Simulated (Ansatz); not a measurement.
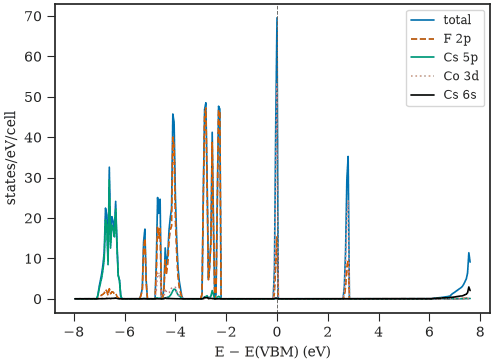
*Total and projected density of states of Cs2KCoF6 in space group Fm-3m (No. 225; K on 4b, Cs on 8c, Co on 4a, F on 24e), plane-wave PAW r²SCAN (Ansatz code)*

### Question
Which orbitals carry the states next to the gap?

### Answer
Top 1 eV of the valence band: Co 3d 78 %, F 2p 21 %. Bottom 1 eV of the conduction band: Co 3d 70 %, F 2p 27 %. Projections are on Löwdin-orthogonalised atomic valence shells; empty p or d shells of many metals are not among them.

### Question
Where is the tallest occupied peak in this window, and what makes it?

### Answer
Near -2.8 eV, about 49 states/eV per cell; the largest projected share is F 2p.

The first step of the workflow began from a Materials Project structure, measured or hypothetical; the Crystallography Open Database copy checked does not list it. Whether it is the stable phase at ambient conditions was not checked. The r²SCAN relaxation kept the symmetry of its start; whether a distortion lowers the energy is not shown. The run is not spin-polarised. No Hubbard U is applied. Scalar-relativistic: spin–orbit coupling is off unless named, which matters more the heavier the elements.

Potentials: the later of the program's two PAW sets.
